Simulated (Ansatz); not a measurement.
Geometry relaxation, with input and output: CH$_{6}$AlN (part 2 of 2)

The same run, continued: CH$_{6}$AlN, SMILES N[CH2][AlH2]; RKS PBE-D4/def2-SVP (Ansatz 0.2.0). The geometry: force-field start.

Geometry of the input (Å):
```
N  -0.9546  0.7171  -0.7674
C  0.3029  0.3902  -0.2584
Al 0.0814  -0.9886  1.1569
H  -1.2963  -0.0334  -1.3392
H  -0.8630  1.5416  -1.4717
H  0.7950  1.3000  0.1896
H  0.9769  -0.0013  -1.0690
H  0.6474  -2.4527  0.8243
H  0.3988  -0.5191  2.7178
```

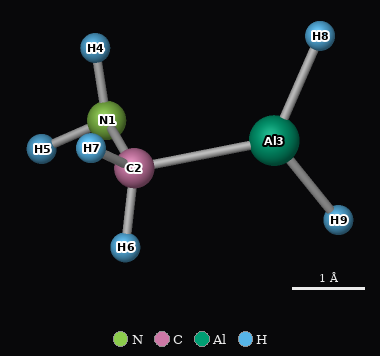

Figure 1. The geometry at step 6 of the log (ball-and-stick view, seen at a tilt; atoms are numbered from 1 in the order of the input).

### Output, continued
```
relax step  12: F+E_penalty+E_count = -9210.06414324 eV  Δ(F+E_penalty+E_count) = -7.432e-3 eV  max|allowed force component| = 2.930e-2 eV/Å  Δτ_max = 0.0666 Å  (27 SCF iters, accepted)
871 factors; their error is unknown
mean field -9209.92869171 eV, -338.4586367066 hartree, gradient 2.2e-5 eV, S^2 0.000000; 1 other end points of the search recorded, 0 dependent functions left out
the calculation of the forces begins
reference -9209.92873052 eV, -338.4586381327 hartree; 16, 16 occupied and 60, 60 virtual orbitals, 871 factors
Total energy: -9210.06418205 eV, -338.4636158845 hartree
Atom 0 at    -0.733452     0.271188    -0.483898 Å, force     0.025390     0.005243    -0.008636 eV/Å
Atom 1 at     0.780614     0.455857    -0.394432 Å, force    -0.029298    -0.010547     0.013697 eV/Å
Atom 2 at     0.167384    -0.810243     0.995515 Å, force     0.014444     0.012782    -0.026226 eV/Å
Atom 3 at    -1.045609    -0.170791    -1.356163 Å, force    -0.021028     0.002566    -0.001682 eV/Å
Atom 4 at    -1.278713     1.129221    -0.341257 Å, force    -0.008565     0.003361     0.001655 eV/Å
Atom 5 at     1.030951     1.504737    -0.156010 Å, force     0.005415     0.018599     0.021955 eV/Å
Atom 6 at     1.275905     0.154649    -1.333976 Å, force     0.016735    -0.023535    -0.024676 eV/Å
Atom 7 at     0.095921    -2.365092     0.619406 Å, force     0.007685    -0.011074     0.006360 eV/Å
Atom 8 at    -0.204501    -0.215726     2.433715 Å, force    -0.010778     0.002606     0.017552 eV/Å
Dipole moment:    -0.260696     0.417238    -0.556891 e Å
```

### Trajectory as extended XYZ (Å, eV, eV/Å), 12 frames, from step=1 to step=12
```
9
Properties=species:S:1:pos:R:3:forces:R:3 step=1 energy=-9208.83541
N    -0.9546    0.7171   -0.7674   -2.1787   3.2577  -1.6814
C     0.3029    0.3902   -0.2584    2.0517  -0.7060   0.5872
Al    0.0814   -0.9886    1.1569    1.8447   0.4609   0.7944
H    -1.2963   -0.0334   -1.3392   -0.5245  -0.7835  -0.6335
H    -0.8630    1.5416   -1.4717   -0.4124  -1.3436   1.1347
H     0.7950    1.3000    0.1896   -0.1226  -0.4811  -0.0314
H     0.9769   -0.0013   -1.0690    0.5417   0.0734   0.3005
H     0.6474   -2.4527    0.8243   -0.5432  -0.3145  -0.0817
H     0.3988   -0.5191    2.7178   -0.6567  -0.1633  -0.3889
9
Properties=species:S:1:pos:R:3:forces:R:3 step=2 energy=-9209.32845
N    -0.9844    0.7422   -0.7893   -0.7726   1.0898  -0.6652
C     0.3159    0.3888   -0.2802    0.9040  -0.3622   0.2935
Al    0.2717   -0.9599    1.1871    0.4986  -0.0809   0.1748
H    -1.3445   -0.0237   -1.3594   -0.2061  -0.2730  -0.1301
H    -0.9092    1.5373   -1.4720   -0.0847  -0.5180   0.5176
H     0.7990    1.2792    0.1922   -0.0714  -0.0504  -0.1005
H     1.0335    0.0158   -1.0623    0.1586   0.1345   0.0675
H     0.5808   -2.5129    0.8160   -0.2386   0.1332   0.0853
H     0.3256   -0.5131    2.7507   -0.1880  -0.0730  -0.2428
9
Properties=species:S:1:pos:R:3:forces:R:3 step=3 energy=-9209.40917
N    -0.9863    0.7323   -0.7763   -0.2293  -0.1693  -0.0208
C     0.3552    0.3937   -0.2934    0.4972  -0.0919   0.0479
Al    0.3516   -0.9567    1.1759   -0.0676  -0.1085  -0.0095
H    -1.3622   -0.0503   -1.3288   -0.0169  -0.0022   0.0517
H    -0.9425    1.5117   -1.4456    0.0072   0.0931   0.0047
H     0.8069    1.2986    0.1756   -0.0428   0.0292  -0.0243
H     1.0942    0.0757   -1.0816   -0.0639   0.1000  -0.0169
H     0.4978   -2.5352    0.8356   -0.0642   0.1400   0.0309
H     0.2738   -0.5160    2.7214   -0.0196   0.0095  -0.0637
9
Properties=species:S:1:pos:R:3:forces:R:3 step=4 energy=-9209.43648
N    -0.9739    0.6889   -0.7622    0.0447  -0.2316   0.1656
C     0.4031    0.3908   -0.3116    0.1893  -0.0063   0.0651
Al    0.3454   -0.9713    1.1799    0.0067   0.2756  -0.3331
H    -1.3395   -0.0864   -1.3310    0.0508   0.0248  -0.0007
H    -0.9831    1.5083   -1.3846   -0.0299   0.0129   0.0211
H     0.8113    1.3143    0.1629   -0.0421  -0.0382   0.0167
H     1.1372    0.1479   -1.1295   -0.1012  -0.0330   0.0697
H     0.4206   -2.5421    0.8493   -0.0795  -0.0183   0.0111
H     0.2675   -0.4965    2.7097   -0.0388   0.0142  -0.0156
9
Properties=species:S:1:pos:R:3:forces:R:3 step=5 energy=-9209.49804
N    -0.9435    0.5817   -0.7007    0.6108   0.1286  -0.0179
C     0.5099    0.4041   -0.3464   -0.1264   0.1095  -0.0240
Al    0.3551   -0.9636    1.1456   -0.1359   0.4546  -0.5106
H    -1.2565   -0.1807   -1.3203    0.0902   0.1784  -0.0231
H    -1.0917    1.4780   -1.2227   -0.0088  -0.6666   0.3707
H     0.8410    1.3555    0.1418   -0.0579  -0.2052  -0.0469
H     1.2210    0.2570   -1.2129   -0.3288  -0.0587   0.2560
H     0.2326   -2.5390    0.8489   -0.0509   0.0304  -0.0424
H     0.2206   -0.4393    2.6497    0.0077   0.0290   0.0382
9
Properties=species:S:1:pos:R:3:forces:R:3 step=6 energy=-9209.60644
N    -0.9051    0.4830   -0.6367    0.6664   0.4061  -0.2799
C     0.5868    0.4197   -0.3700   -0.0540   0.1140  -0.0565
Al    0.3393   -0.9219    1.1060   -0.3326   0.2778  -0.4637
H    -1.1647   -0.2472   -1.3224    0.0461   0.2747   0.1060
H    -1.1799    1.4156   -1.0607    0.1448  -1.0661   0.5239
H     0.8791    1.3795    0.1258   -0.0808  -0.2075  -0.1373
H     1.2628    0.3044   -1.2695   -0.4256  -0.0182   0.3511
H     0.0907   -2.4932    0.8046   -0.0024   0.1776  -0.0493
H     0.1796   -0.3861    2.6057    0.0380   0.0415   0.0056
9
Properties=species:S:1:pos:R:3:forces:R:3 step=7 energy=-9209.79531
N    -0.8465    0.3910   -0.5661    0.3634   0.4623  -0.4256
C     0.6579    0.4393   -0.3868    0.1534   0.0745  -0.0693
Al    0.2819   -0.8644    1.0547   -0.4201   0.0650  -0.2468
H    -1.0858   -0.2976   -1.3018    0.0300   0.1891   0.2026
H    -1.2402    1.3172   -0.8982    0.2339  -0.9943   0.5369
H     0.9179    1.4092    0.0961   -0.0553  -0.1133  -0.1389
H     1.2855    0.3246   -1.3105   -0.3457   0.0156   0.2564
H    -0.0168   -2.4280    0.7327    0.0215   0.2468  -0.0592
H     0.1347   -0.3376    2.5629    0.0189   0.0543  -0.0561
9
Properties=species:S:1:pos:R:3:forces:R:3 step=8 energy=-9209.97294
N    -0.7766    0.3182   -0.5111   -0.0892   0.4688  -0.4115
C     0.7314    0.4522   -0.3985    0.1245   0.1015  -0.0674
Al    0.1911   -0.8118    1.0030   -0.1592  -0.1488   0.0597
H    -1.0347   -0.3371   -1.2662    0.0763   0.0420   0.1228
H    -1.2757    1.2140   -0.7368    0.2498  -0.6603   0.4197
H     0.9506    1.4393    0.0574    0.0118  -0.0341  -0.0824
H     1.3010    0.3403   -1.3460   -0.1637  -0.0217   0.0849
H    -0.0832   -2.3685    0.6655   -0.0014   0.1665  -0.0739
H     0.0846   -0.2929    2.5156   -0.0488   0.0860  -0.0517
9
Properties=species:S:1:pos:R:3:forces:R:3 step=9 energy=-9210.02490
N    -0.7255    0.2706   -0.5087   -0.2852   0.3685   0.0689
C     0.7788    0.4580   -0.4079   -0.0853   0.0313  -0.0946
Al    0.1970   -0.7960    1.0012   -0.2056  -0.1808  -0.0966
H    -0.9969   -0.3454   -1.2883    0.0663   0.0710   0.1007
H    -1.3138    1.1277   -0.5605    0.3335  -0.3671   0.0501
H     0.9846    1.4561    0.0244   -0.0023   0.0317  -0.1072
H     1.2953    0.3370   -1.3798    0.0491  -0.0227   0.1152
H    -0.1376   -2.3205    0.6103    0.1204   0.0210   0.0333
H     0.0065   -0.2339    2.4922    0.0090   0.0472  -0.0699
9
Properties=species:S:1:pos:R:3:forces:R:3 step=10 energy=-9210.04411
N    -0.7379    0.2718   -0.4700   -0.0279   0.0492  -0.2036
C     0.7663    0.4711   -0.3829    0.2687  -0.1394   0.0387
Al    0.1416   -0.8197    0.9908    0.2080   0.1553   0.0570
H    -1.0072   -0.2422   -1.3156   -0.1345   0.0213  -0.0566
H    -1.2874    1.1376   -0.4226   -0.0782  -0.0234   0.0266
H     1.0059    1.5199   -0.1272   -0.0163  -0.0599   0.0933
H     1.2932    0.1872   -1.3136   -0.1215   0.0229  -0.0409
H     0.0183   -2.3654    0.5785    0.0004   0.0358   0.0292
H    -0.1043   -0.2065    2.4455   -0.0988  -0.0616   0.0563
9
Properties=species:S:1:pos:R:3:forces:R:3 step=11 energy=-9210.05671
N    -0.7361    0.2699   -0.4856   -0.0160   0.0416   0.0218
C     0.7804    0.4308   -0.3989    0.0756   0.2960  -0.1836
Al    0.1705   -0.8147    0.9886   -0.0392  -0.0920   0.0654
H    -1.0644   -0.1352   -1.3696    0.0013  -0.0186   0.0037
H    -1.2613    1.1350   -0.3112   -0.0271  -0.0258  -0.0023
H     1.0426    1.4743   -0.1372   -0.0220  -0.0306  -0.0243
H     1.2573    0.1652   -1.3612    0.0414  -0.0776   0.0894
H     0.1509   -2.3724    0.6562   -0.0359  -0.1156  -0.0225
H    -0.2515   -0.1991    2.4018    0.0219   0.0225   0.0525
9
Properties=species:S:1:pos:R:3:forces:R:3 step=12 energy=-9210.06414
N    -0.7335    0.2712   -0.4839    0.0254   0.0052  -0.0086
C     0.7806    0.4559   -0.3944   -0.0293  -0.0105   0.0137
Al    0.1674   -0.8102    0.9955    0.0144   0.0128  -0.0262
H    -1.0456   -0.1708   -1.3562   -0.0210   0.0026  -0.0017
H    -1.2787    1.1292   -0.3413   -0.0086   0.0034   0.0017
H     1.0310    1.5047   -0.1560    0.0054   0.0186   0.0220
H     1.2759    0.1546   -1.3340    0.0167  -0.0235  -0.0247
H     0.0959   -2.3651    0.6194    0.0077  -0.0111   0.0064
H    -0.2045   -0.2157    2.4337   -0.0108   0.0026   0.0176
```

### Summary

- outcome: converged
- total energy: −9210.0642 eV
- mean-field energy: −9209.9287 eV
- dispersion energy: −0.1355 eV
- SCF solution under orbital rotations: stable
- largest force (length of the vector) at the end: 0.038 eV/Å
- dipole moment: 3.57 D
- hardware: 2 threads of INTEL XEON PLATINUM @ 2.30GHz, 23 GiB of memory available, shared host
- wall time: 7.5 s (CPU time 13 s)
- peak memory: 0.16 GiB
